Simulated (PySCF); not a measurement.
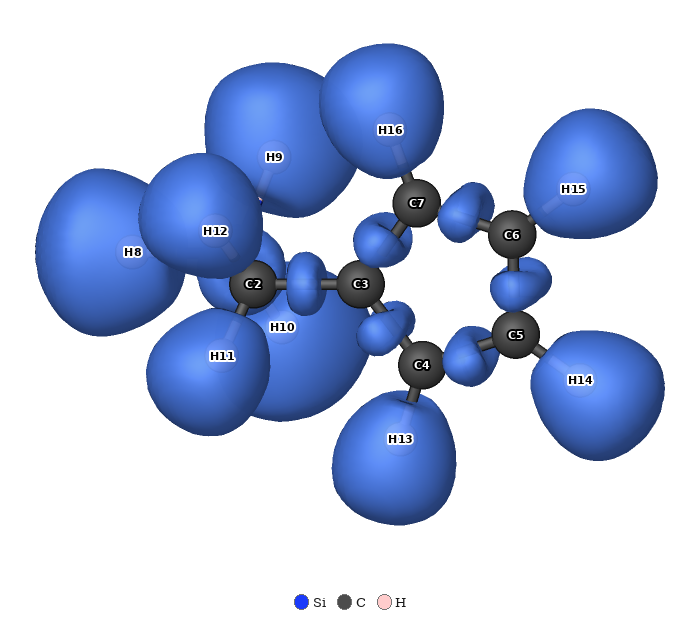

C6H9Si (charge −1). Isosurface of the ELF at 0.8 (blue), seen at an oblique angle. Core shells and regions of very low density are left out.

Geometry: GFN2-xTB, NEB image 0 of 0 to 8.

Method: PBE0/pcSseg-1, SCF density, gas phase, non-relativistic in PySCF.

Input file:

```
{"job": {"kind": "nmr", "xc": "PBE0", "basis": "pcSseg-1", "pop": false}, "charge": -1, "multiplicity": 1}
Si    -2.346900     0.212000     0.494700
C     -1.164300    -0.557300    -0.763800
C      0.244300    -0.225200    -0.360300
C      0.987400     0.875400    -0.795900
C      2.239900     0.819800    -0.190400
C      2.272900    -0.308100     0.630200
C      1.041200    -0.949100     0.531600
H     -3.778300    -0.058700     0.190400
H     -2.140500    -0.325800     1.843200
H     -2.238900     1.673700     0.531500
H     -1.371800    -0.171500    -1.768000
H     -1.307100    -1.643100    -0.805200
H      0.645400     1.627600    -1.499500
H      3.049400     1.528900    -0.330400
H      3.112100    -0.629100     1.239000
H      0.747600    -1.860800     1.041400
```

Launched as:

```sh
OMP_NUM_THREADS=1 python probes_run.py task.json out
```

> Identify the bonds, lone pairs and shells in this picture.

The ELF exceeds this value in six regions between bonded C–C atoms (shared pairs), one region between bonded C–Si atoms (shared pairs) and nine regions around hydrogen nuclei. Along the contacts the grid gives the following. C–C (1.39 Å): the ELF peaks at about 0.95 between the atoms (a covalent bond). C–Si (1.89 Å): the ELF peaks at about 0.95 between the atoms: localised, covalent bonding.
